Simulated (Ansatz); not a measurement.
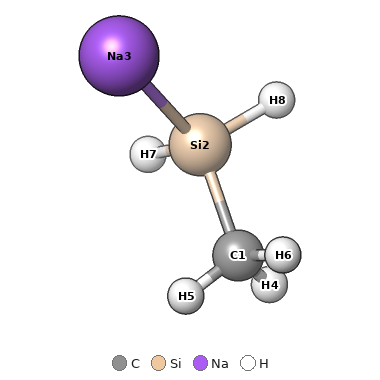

The system is CH₅NaSi (SMILES C[SiH2][Na]) with the probe H2; the picture shows it without the atoms that are moved over the map. The probe is moved over a plane parallel to the molecule's main plane, 2.87 Å above it. The first coordinate is: x of the probe's H atom; the second: y of the probe's H atom. Nothing is relaxed (molecule and probe rigid, the probe upright with H nearest the plane). The scan uses a 13 × 11 grid. Points are written as (first, second). All energies are given in kJ/mol relative to the lowest grid point. Method: Ansatz, RKS PBE0-D4/def2-SVPD.

Range: x of the probe's H atom from −3.84 to 3.84 Å; y of the probe's H atom from −3.20 to 3.20 Å.

### Predict the map.

The lowest grid point is at (0.00 Å, 0.64 Å). The highest grid point, (0.64 Å, −1.92 Å), lies 7.39 kJ/mol above the lowest.

```
y of the probe's H atom ↓, x of the probe's H atom →  −3.84  −3.20  −2.56  −1.92  −1.28  −0.64  0.00  0.64  1.28  1.92  2.56  3.20  3.84
                                                3.20   4.85   4.71   4.57   4.40   4.21   4.03  3.86  3.71  3.64  3.67  3.84  4.18  4.59
                                                2.56   4.66   4.49   4.28   3.97   3.61   3.24  2.93  2.83  2.97  3.15  3.30  3.61  4.13
                                                1.92   4.51   4.36   4.09   3.61   2.98   2.33  1.94  2.18  2.88  3.31  3.30  3.27  3.73
                                                1.28   4.46   4.36   4.05   3.37   2.33   1.30  0.85  1.51  2.92  3.62  3.41  3.04  3.42
                                                0.64   4.44   4.36   4.04   3.11   1.60   0.33  0.00  0.73  2.07  2.96  2.85  2.69  3.24
                                                0.00   4.38   4.22   3.77   2.59   0.92   0.02  0.48  1.28  1.64  1.79  1.91  2.36  3.21
                                               −0.64   4.28   3.94   3.25   1.95   0.63   0.84  2.80  4.05  3.07  1.75  1.60  2.35  3.35
                                               −1.28   4.24   3.77   2.94   1.71   0.88   2.09  5.38  7.33  5.30  2.71  2.00  2.68  3.64
                                               −1.92   4.35   3.84   3.07   2.02   1.42   2.64  5.70  7.39  5.44  3.09  2.47  3.12  4.00
                                               −2.56   4.59   4.16   3.54   2.74   2.15   2.52  3.84  4.39  3.52  2.72  2.82  3.58  4.35
                                               −3.20   4.86   4.55   4.12   3.58   3.01   2.72  2.81  2.87  2.73  2.82  3.35  4.08  4.68
```

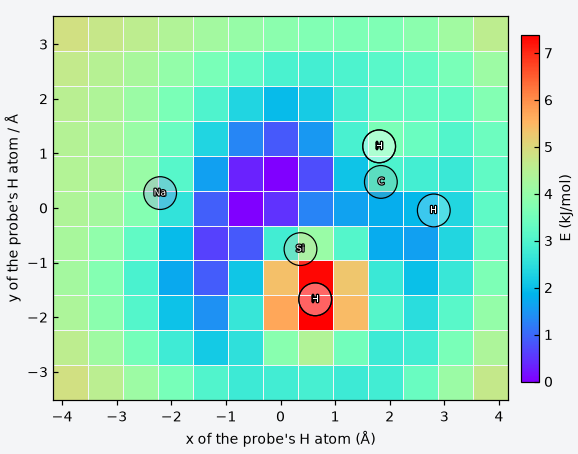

Drawn: one coloured cell a grid point, labelled circles for the molecule's atoms, projected on the plane.

Time for the 143 points that were run: 13 min on 1 thread of Arm Neoverse V1, with other jobs on the host.
